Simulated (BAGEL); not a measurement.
**GeH2Cl2 (dichlorogermane), step by step**

Wanted: a single-point energy (HF/def2-SVP), then a single-point energy (NEVPT2(2,2)/def2-SVP) of GeH2Cl2 (dichlorogermane). 

Program for the calculation: BAGEL 1.2.2.

1 further run of the same task is left out (set aside as unsound or not needed).

## (1) The structure to begin with

The species is GeH2Cl2 (5 atoms), meant as a singlet with charge 0. SMILES: `[Cl][GeH2][Cl]`. The Cl1–Ge2 distance was set to 4.921 Å, away from the relaxed value. At this shape a bond of the SMILES string is far longer than usual.

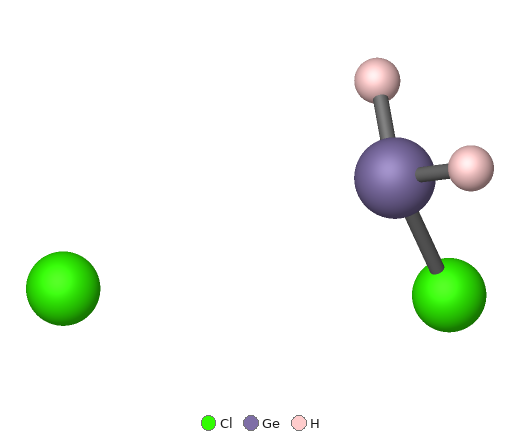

The structure, seen from a chosen angle (chlorine green, germanium purple, hydrogen pink).

## (2) The energy at HF/def2-SVP (density fitting with svp-jkfit) (run 1)

input.json

```json
{ "bagel" : [

{
  "title" : "molecule",
  "basis" : "svp",
  "df_basis" : "svp-jkfit",
  "angstrom" : true,
  "geometry" : [
    { "atom" : "Cl", "xyz" : [      -4.110072,      -0.467100,       2.450881 ] },
    { "atom" : "Ge", "xyz" : [       0.027400,       0.080300,      -0.156400 ] },
    { "atom" : "Cl", "xyz" : [       1.579400,      -1.030200,       0.811000 ] },
    { "atom" : "H", "xyz" : [      -0.198900,      -0.525000,      -1.541400 ] },
    { "atom" : "H", "xyz" : [       0.413600,       1.558900,      -0.131900 ] }
  ]
},

{
  "title" : "hf"
},

{
  "title" : "print",
  "file" : "orbitals.molden",
  "orbitals" : true
}

]}
```

Launch:

```sh
BAGEL_NUM_THREADS=1 BAGEL input.json > input.out
```

What it wrote:

```text
* using 1 threads per process

  ===============================================================
  ===============================================================

  *** Geometry ***

  { "atom" : "Cl", "xyz" : [     -7.766910,     -0.882691,      4.631494 ] },
  { "atom" : "Ge", "xyz" : [      0.051778,      0.151745,     -0.295553 ] },
  { "atom" : "Cl", "xyz" : [      2.984633,     -1.946796,      1.532568 ] },
  { "atom" : "H", "xyz" : [     -0.375867,     -0.992106,     -2.912824 ] },
  { "atom" : "H", "xyz" : [      0.781591,      2.945894,     -0.249255 ] },

  Number of auxiliary basis functions:      558

  Since a DF basis is specified, we compute 2- and 3-index integrals:
    o Being stored without compression. Storage requirement is 0.027 GB

  Number of basis functions:       78
  Number of electrons      :       68

    * METHOD: MOLECULE                             0.27

  *** RHF ***

  === Nuclear Repulsion ===
   250.3538829779

      * DIIS with orbital gradients will be used.

  === RHF iteration (svp) ===
      0      -2994.70184132          0.00987435           0.11
      1      -2994.26468044          0.01472339           0.10
      2      -2994.77317374          0.00501006           0.10
      3      -2994.79449865          0.00307492           0.10
      4      -2994.80797667          0.00159441           0.10
      5      -2994.81372568          0.00140366           0.10
      6      -2994.80468813          0.00075345           0.10
      7      -2994.81822533          0.00121115           0.10
      8      -2994.80566276          0.00365727           0.10
      9      -2994.81779832          0.00131149           0.10
     10      -2994.81581330          0.00124908           0.10
     11      -2994.81718598          0.00184327           0.10
     12      -2994.81057301          0.00206962           0.10
     13      -2994.82009887          0.00046663           0.10
     14      -2994.82302371          0.00071878           0.10
     15      -2994.82566600          0.00029872           0.10
     16      -2994.82531847          0.00111886           0.10
     17      -2994.82789037          0.00030550           0.10
     18      -2994.82623594          0.00153105           0.10
     19      -2994.82686251          0.00139006           0.10
     20      -2994.83004497          0.00023980           0.10
     21      -2994.83014449          0.00054290           0.10
     22      -2994.83058021          0.00033530           0.10
     23      -2994.83083921          0.00003701           0.11
     24      -2994.83085933          0.00009690           0.11
     25      -2994.83088171          0.00001056           0.10
     26      -2994.83088230          0.00000266           0.11
     27      -2994.83088231          0.00000063           0.10
     28      -2994.83088231          0.00000017           0.11
     29      -2994.83088231          0.00000002           0.11
     30      -2994.83088231          0.00000001           0.10
    * SCF iteration converged.

    * Permanent dipole moment:
           (   -3.854615,    -0.826022,     2.896326) a.u.

    * METHOD: HF                                   3.40

    * METHOD: PRINT                                0.02

  ===============================================================
```

Run time: 3.9 s. Hardware: 1 thread of Arm Neoverse V1, shared host; peak memory 0.14 GiB.

## (3) A single-point energy at NEVPT2(2,2)/def2-SVP (density fitting with svp-jkfit) (run 2)

job.json

```json
{ "bagel" : [

{
  "title" : "molecule",
  "basis" : "svp",
  "df_basis" : "svp-jkfit",
  "angstrom" : true,
  "geometry" : [
    { "atom" : "Cl", "xyz" : [   -4.110072,   -0.467100,    2.450881 ] },
    { "atom" : "Ge", "xyz" : [    0.027400,    0.080300,   -0.156400 ] },
    { "atom" : "Cl", "xyz" : [    1.579400,   -1.030200,    0.811000 ] },
    { "atom" : "H", "xyz" : [   -0.198900,   -0.525000,   -1.541400 ] },
    { "atom" : "H", "xyz" : [    0.413600,    1.558900,   -0.131900 ] }
  ]
},
{ "title" : "hf" },
{ "title" : "casscf", "nstate" : 1, "nact" : 2, "nclosed" : 33, "active" : [34, 35], "maxiter" : 200, "natocc" : true },
{ "title" : "nevpt2", "nstate" : 1, "nact" : 2, "nclosed" : 33, "active" : [34, 35], "maxiter" : 200, "natocc" : true, "ncore" : 19 },
{ "title" : "print", "file" : "orbitals.molden", "orbitals" : true }

]}
```

Launch:

```sh
BAGEL_NUM_THREADS=1 BAGEL job.json > job.out
```

What it wrote:

```text
* using 1 threads per process

  ===============================================================
  ===============================================================

  *** Geometry ***

  { "atom" : "Cl", "xyz" : [     -7.766910,     -0.882691,      4.631494 ] },
  { "atom" : "Ge", "xyz" : [      0.051778,      0.151745,     -0.295553 ] },
  { "atom" : "Cl", "xyz" : [      2.984633,     -1.946796,      1.532568 ] },
  { "atom" : "H", "xyz" : [     -0.375867,     -0.992106,     -2.912824 ] },
  { "atom" : "H", "xyz" : [      0.781591,      2.945894,     -0.249255 ] },

  Number of auxiliary basis functions:      558

  Since a DF basis is specified, we compute 2- and 3-index integrals:
    o Being stored without compression. Storage requirement is 0.027 GB

  Number of basis functions:       78
  Number of electrons      :       68

    * METHOD: MOLECULE                             0.27

  *** RHF ***

  === Nuclear Repulsion ===
   250.3538829779

      * DIIS with orbital gradients will be used.

  === RHF iteration (svp) ===
      0      -2994.70184132          0.00987435           0.11
      1      -2994.26468044          0.01472339           0.09
      2      -2994.77317374          0.00501006           0.10
      3      -2994.79449865          0.00307492           0.10
      4      -2994.80797667          0.00159441           0.09
      5      -2994.81372568          0.00140366           0.09
      6      -2994.80468813          0.00075345           0.10
      7      -2994.81822533          0.00121115           0.10
      8      -2994.80566276          0.00365727           0.10
      9      -2994.81779832          0.00131149           0.10
     10      -2994.81581330          0.00124908           0.10
     11      -2994.81718598          0.00184327           0.10
     12      -2994.81057301          0.00206962           0.10
     13      -2994.82009887          0.00046663           0.10
     14      -2994.82302371          0.00071878           0.10
     15      -2994.82566600          0.00029872           0.10
     16      -2994.82531847          0.00111886           0.10
     17      -2994.82789037          0.00030550           0.10
     18      -2994.82623594          0.00153105           0.10
     19      -2994.82686251          0.00139006           0.10
     20      -2994.83004497          0.00023980           0.11
     21      -2994.83014449          0.00054290           0.10
     22      -2994.83058021          0.00033530           0.10
     23      -2994.83083921          0.00003701           0.10
     24      -2994.83085933          0.00009690           0.10
     25      -2994.83088171          0.00001056           0.10
     26      -2994.83088230          0.00000266           0.10
     27      -2994.83088231          0.00000063           0.10
     28      -2994.83088231          0.00000017           0.10
     29      -2994.83088231          0.00000002           0.10
     30      -2994.83088231          0.00000001           0.10
    * SCF iteration converged.

    * Permanent dipole moment:
           (   -3.854615,    -0.826022,     2.896326) a.u.

    * METHOD: HF                                   3.33

  ---------------------------
      CASSCF calculation
  ---------------------------

    ==== Active orbitals : =====
         Orbital 34
         Orbital 35
    ============================

    * nstate   :      1
    * nclosed  :     33
    * nact     :      2
    * nvirt    :     43
  === CASSCF iteration (svp) ===

    * Using the second-order algorithm

      0  0     -2994.91730541     1.13e-02      0.02

      1  0     -2994.94088559     3.87e-04      0.60

      2  0     -2994.94098711     2.07e-04      0.58

      3  0     -2994.94099363     2.16e-05      0.61

      4  0     -2994.94099425     8.66e-06      0.57

      5  0     -2994.94099434     3.28e-06      0.58

      6  0     -2994.94099435     1.32e-06      0.58

      7  0     -2994.94099436     5.41e-07      0.57

      8  0     -2994.94099436     2.23e-07      0.57

      9  0     -2994.94099436     9.23e-08      0.59

     10  0     -2994.94099436     3.82e-08      0.58

     11  0     -2994.94099436     1.58e-08      0.59

     12  0     -2994.94099436     6.56e-09      0.55

    * Second-order optimization converged. *

     guess   0:   closed 1.                   open ..

  === FCI iteration ===

      0  0     -2994.78451437     9.74e-02      0.00
      1  0     -2994.91798634     3.41e-02      0.00
      2  0 *   -2994.94099436     5.32e-16      0.00

     * ci vector, state   0, <S^2> = 0.0000
       2.    -0.7388508549
       .2     0.6738689889

    * METHOD: CASSCF                               7.22

    * freezing 19 orbitals

  === DF-NEVPT2 calculation ===

    * 3-index integral transformation done
    * assembly done

      NEVPT2 correlation energy:   -0.4622012936      0.12

          (+0)     -0.3883130520
          (+0)'    -0.0112735504
          (+1)     -0.0183581928
          (+1)'    -0.0000000000
          (+2)     -0.0000162069
          (-1)     -0.0442084068
          (-1)'     0.0000000000
          (-2)     -0.0000318847

      NEVPT2 total energy:       -2995.4031956509

    * METHOD: NEVPT2                               0.28

    * METHOD: PRINT                                0.02

  ===============================================================
```

Wall time 11 s (1 thread of Arm Neoverse V1, shared host); peak memory 0.14 GiB.

## (4) What came out

```
                                 quantity           value
         run 1, HF/def2-SVP: total energy  -2994.83088 Eh
        run 1, HF/def2-SVP: dipole moment         12.43 D
          run 1, HF/def2-SVP: HOMO energy        -7.47 eV
          run 1, HF/def2-SVP: LUMO energy        -3.66 eV
        run 1, HF/def2-SVP: HOMO–LUMO gap         3.82 eV
run 2, NEVPT2(2,2)/def2-SVP: total energy  -2995.40320 Eh
```

One bond (run 1, HF/def2-SVP) is far stretched, which a spin-restricted single reference describes badly; a broken-symmetry solution may lie lower.
